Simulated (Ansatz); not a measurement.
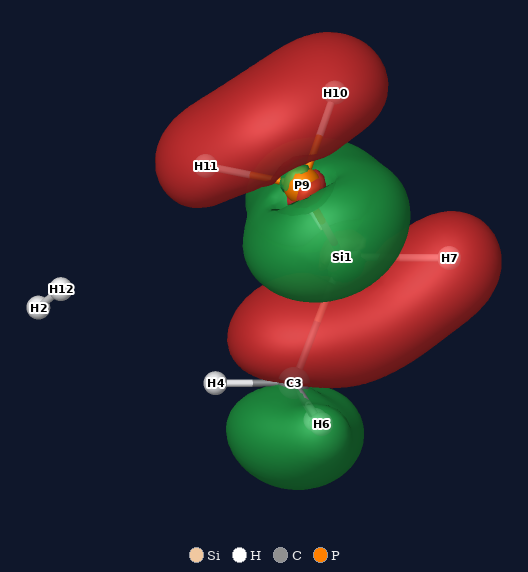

*CH$_{7}$PSi···H$_{2}$. The HOMO−1 at ±0.08 Å⁻³ᐟ² (green and red are the two phases), seen at a tilt.*

Theory: RKS PBE-D4/6-31G* in Ansatz 0.2.0.

The calculation's input:

```
crystal:
  periodic: [false, false, false]
  atoms:
    - { symbol: Si, position_ang: [-0.463834, -0.189298, -0.555653] }
    - { symbol: H, position_ang: [0.407661, -1.023757, 1.825586] }
    - { symbol: C, position_ang: [1.335807, 0.345141, -0.273363] }
    - { symbol: H, position_ang: [1.901225, -0.373962, 0.339198] }
    - { symbol: H, position_ang: [1.84216, 0.427742, -1.252328] }
    - { symbol: H, position_ang: [1.379716, 1.331167, 0.219307] }
    - { symbol: H, position_ang: [-0.952911, 0.511522, -1.794679] }
    - { symbol: H, position_ang: [-0.514761, -1.666935, -0.832947] }
    - { symbol: P, position_ang: [-1.867515, 0.433007, 1.037511] }
    - { symbol: H, position_ang: [-3.007659, 0.520644, 0.168418] }
    - { symbol: H, position_ang: [-2.216289, -0.878583, 1.498397] }
    - { symbol: H, position_ang: [0.057001, -0.748786, 2.379153] }
basis:
  gaussian: { orbitals: "6-31G*" }
hamiltonian:
  xc: pbe
  dispersion: d4
relax:
  f_tol: 0.03
  max_steps: 50
output:
  orbitals: {}
```

Command:

```sh
ansatz run input.yaml --threads 1 --pin off --max-ram 2048MiB --backend cpu --events-out ev --progress --plain --runs-dir out
```

The fields are those of the run's last geometry, not of the input's.

**Where does this orbital lie, and at what energy?**

Its weight (Hirshfeld) is mainly on P9 (about 30 %), Si1 (about 25 %) and C3 (about 20 %). Its energy is −7.50 eV.
